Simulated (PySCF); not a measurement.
# [ReCl3]+: quartet, from a PBE0 minimum start

The task is one start of a wider search on [ReCl3]+: the quartet, from a PBE0 minimum start. It is relaxed, tested by its Hessian and followed downhill if it is a saddle.

Method: PBE0, basis Re def2-SVP with ECP60, Cl def2-SVP, scalar-relativistic core potentials, no spin–orbit coupling, density fitting; program: PySCF 2.14.0.

**1. The system as given**

4 atoms, charge 1, spin multiplicity 4.

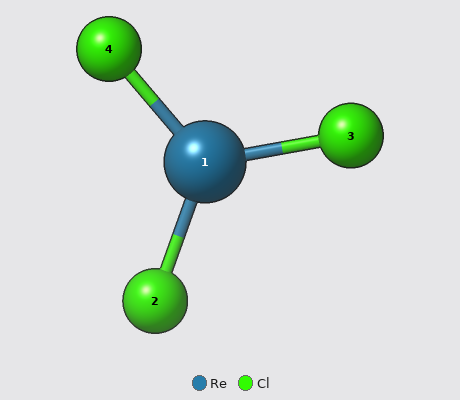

The starting geometry (rhenium blue, chlorine green); atoms are numbered from 1 in the order of the file.

Coordinates in bohr (charge 1 multiplicity 4):
```
Re    0.0000    0.0000    0.0000
Cl    4.1201    0.0001    0.0000
Cl   -2.0601    3.5681    0.0000
Cl   -2.0600   -3.5682    0.0000
```

**2. The SCF at the typed geometry**

The steps below are one call of a driver around PySCF. For each, scf.py gives the equivalent set-up of the SCF; relaxations use the driver's own optimiser. After this first run the driver tries any further starts and a stability analysis.

Input file scf.py:

```python
from pyscf import gto, scf, dft
mol = gto.M(atom='''
Re     0.000000    -0.000000     0.000000
Cl     2.180277     0.000035     0.000000
Cl    -1.090169     1.888158     0.000000
Cl    -1.090108    -1.888193    -0.000000''',
    basis={'Re': 'def2-SVP', 'Cl': 'def2-SVP'},
    ecp={'Re': 'def2-SVP'},
    charge=1, spin=3)
mf = dft.UKS(mol, xc='PBE0')
mf.grids.atom_grid = (50, 194)
aux = {'Re': 'def2-universal-JKFIT', 'Cl': 'def2-universal-JKFIT'}
mf = mf.density_fit(auxbasis=aux)
mf.conv_tol = 1e-08
mf.diis_space = 10
mf.max_cycle = 60
mf.init_guess = 'minao'
mf.verbose = 4
mf.kernel()
```

On the command line:

```console
OMP_NUM_THREADS=2 python axn.py task.json out
```

Log:

```text
init E= -1445.96550138271
[... the frontier-level lines of each cycle are left out ...]
cycle= 1 E= -1457.73218923647  delta_E= -11.8  |g|= 0.254  |ddm|= 5.62
cycle= 2 E= -1457.60945767559  delta_E= 0.123  |g|= 0.551  |ddm|= 0.788
cycle= 3 E= -1457.75883233239  delta_E= -0.149  |g|= 0.113  |ddm|= 0.579
cycle= 4 E= -1457.76591854924  delta_E= -0.00709  |g|= 0.016  |ddm|= 0.132
cycle= 5 E= -1457.76622252209  delta_E= -0.000304  |g|= 0.0049  |ddm|= 0.0359
cycle= 6 E= -1457.76628016986  delta_E= -5.76e-05  |g|= 0.000975  |ddm|= 0.0201
cycle= 7 E= -1457.7662836151  delta_E= -3.45e-06  |g|= 0.000115  |ddm|= 0.00577
cycle= 8 E= -1457.76628364622  delta_E= -3.11e-08  |g|= 7.28e-05  |ddm|= 0.000491
cycle= 9 E= -1457.76628364931  delta_E= -3.09e-09  |g|= 4.73e-05  |ddm|= 0.000151
Extra cycle  E= -1457.76628364663  delta_E= 2.68e-09  |g|= 8.41e-05  |ddm|= 0.000168
converged SCF energy = -1457.76628364663  <S^2> = 3.7705898  2S+1 = 4.0102817
```

This step, with its further starts and checks, ran for 21 s (2 threads of Arm Neoverse N1, shared host).

Energies from each starting density:

| start | energy (Eh) |
| --- | --- |
| the minimal-basis guess | -1457.766284 |
| a thermally smeared density | -1457.766284 |
| a smeared PBE density | -1457.766284 |

The test of internal stability and the other starts found no lower solution of this spin.

**3. PBE0 minimum start, quartet: relaxation**

The program finds D3h symmetry in the start, which this walk keeps. The walk stops when the largest gradient is under 0.0003 Eh/bohr and the energy has settled too.

Edit scf.py of step 2 so:

```diff
@@ -3 +3 @@
-Re     0.000000    -0.000000     0.000000
+Re    -0.000000     0.000000     0.000000
@@ -6 +6 @@
-Cl    -1.090108    -1.888193    -0.000000''',
+Cl    -1.090108    -1.888193     0.000000''',
@@ -17 +16,0 @@
-mf.init_guess = 'minao'
```

The optimiser's trace:

| step | energy (Eh) | change (kJ/mol) | largest symmetric gradient (Eh/bohr) |
| --- | --- | --- | --- |
| 0 | -1457.766284 | 0.00 | 0.00005 |

The walk took 4.1 s.

Geometry (Å) and forces (eV/Å) at some steps:

```
step 0
Re   0.000   0.000   0.000   0.001   0.000   0.000
Cl   2.180   0.000   0.000  -0.005   0.000   0.000
Cl  -1.090   1.888   0.000   0.002   0.000   0.000
Cl  -1.090  -1.888   0.000   0.002   0.000   0.000
```

It settles in D3h symmetry, 0.0 kJ/mol below the start, after 0 steps: Re–Cl 2.180 Å (×3); Cl–Re–Cl 120.0° (×3).

**4. Is it a minimum? Harmonic modes**

On the finer grid the gradient is checked again; gradients at displacements of ±0.02 bohr then give force constants and infrared intensities.

Edit scf.py of step 3 so:

```diff
@@ -3,4 +3,4 @@
-Re    -0.000000     0.000000     0.000000
-Cl     2.180277     0.000035     0.000000
-Cl    -1.090169     1.888158     0.000000
-Cl    -1.090108    -1.888193     0.000000''',
+Re     0.000000    -0.000000     0.000000
+Cl     2.180130     0.000035     0.000000
+Cl    -1.090095     1.888030     0.000000
+Cl    -1.090035    -1.888065     0.000000''',
@@ -11 +11 @@
-mf.grids.atom_grid = (50, 194)
+mf.grids.atom_grid = (75, 302)
@@ -14 +14 @@
-mf.conv_tol = 1e-08
+mf.conv_tol = 1e-10
```

This SCF starts from the last density.

SCF at the final geometry:

```text
init E= -1457.7663197639
[... the frontier-level lines of each cycle are left out ...]
cycle= 1 E= -1457.76631976386  delta_E= 4.41e-11  |g|= 9.52e-06  |ddm|= 1.76e-05
Extra cycle  E= -1457.76631976368  delta_E= 1.78e-10  |g|= 1.99e-05  |ddm|= 3.42e-05
converged SCF energy = -1457.76631976368  <S^2> = 3.7705875  2S+1 = 4.0102805
```

The whole step took 56 s.

Geometry: D3h; Re–Cl 2.180 Å (×3); Cl–Re–Cl 120.0° (×3).

Harmonic modes (main isotopes):

```csv
symmetry,ω (cm⁻¹),IR (km/mol),type
a2'',74,1.0,bend
e',111,0.4,bend
a1',446,0.0,stretch
e',475,96.3,stretch
```

No imaginary mode, so this is a minimum.

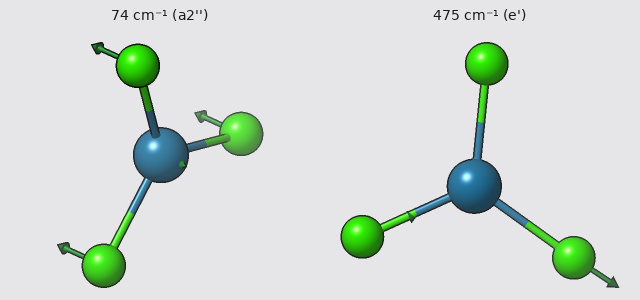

Displacements of 2 of the modes, as arrows (one member where a mode is degenerate).

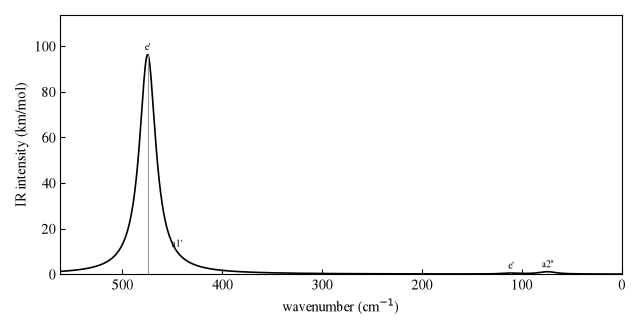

The harmonic infrared spectrum (widths in cm⁻¹). Lines are broadened to a width of 20 cm⁻¹ (Lorentzian).

Constants and moments:

* Dipole moment about the centre of mass: 0.00 D
* Highest occupied level: -13.84 eV
* Lowest empty level: -9.86 eV
* Rotational constants: 0.06762, 0.06762, 0.03381 cm⁻¹
* Zero-point energy: 10.1 kJ/mol
* Principal polarisabilities: 35.1, 77.7, 77.7 bohr³
* Principal traceless quadrupole moments about the centre of mass: -6.04, 3.02, 3.02 D Å
* Entropy at 298.15 K and 1 bar (electronic part: spin only): 350.2 J/(mol K)
* Heat capacity Cp at 298.15 K: 74.4 J/(mol K)
* Enthalpy at 298.15 K above 0 K: 17.71 kJ/mol
* Rotational symmetry number: 6
* Spin squared ⟨S²⟩: 3.771

Populations by atom (charges in e):

```
   atom  Mulliken  Löwdin  polar tensor  spin (Mulliken)  Mayer order to Re1
    Re1      0.89   -0.17          1.67             2.79                   –
Cl2,3,4      0.04    0.39         -0.22             0.07                1.42
```

Outer orbital energies (eV). α occupied: -17.74, -16.25, -16.25, -16.25, -15.59, -15.25, -13.84, -13.84; empty: -9.86, -9.86, -5.25, -4.71. β occupied: -18.16, -18.16, -16.33, -16.33, -16.27, -16.27, -15.70, -15.65; empty: -9.77, -9.55, -9.55, -9.01.

Mulliken populations on Re1 (outside its core potential): s 2.60, p 6.27, d 5.17, f 0.07.

**5. Outcome**

| quantity | value |
| --- | --- |
| minimum | quartet, D3h |
| geometry | Re–Cl 2.180 Å (×3); Cl–Re–Cl 120.0° (×3) |
| wavenumbers (cm⁻¹) | 74 (a2''), 111 (e'), 446 (a1'), 475 (e') |
| dipole moment (centre of mass) | 0.00 D |
| highest occupied, lowest empty level (either spin) | -13.84, -9.86 eV |
| polar-tensor charge of Re1 | +1.67 e |
| zero-point energy | 10.1 kJ/mol |
| entropy at 298.15 K | 350.2 J/(mol K) |
| ⟨S²⟩ | 3.771 |

The molecule stays D3h, as typed, and the end point is a minimum. In the infrared the band at 475 cm⁻¹ (e', stretch) leads. Most of the spin sits on Re1 (Mulliken spin 2.79, against 3 for the whole molecule). Only this shape and spin were tried, so other structures or states may lie lower. One determinant may miss the lowest occupation of an open d or f shell. Spin–orbit coupling, left out here, can matter for elements this heavy.

The search up to here took 81 s.
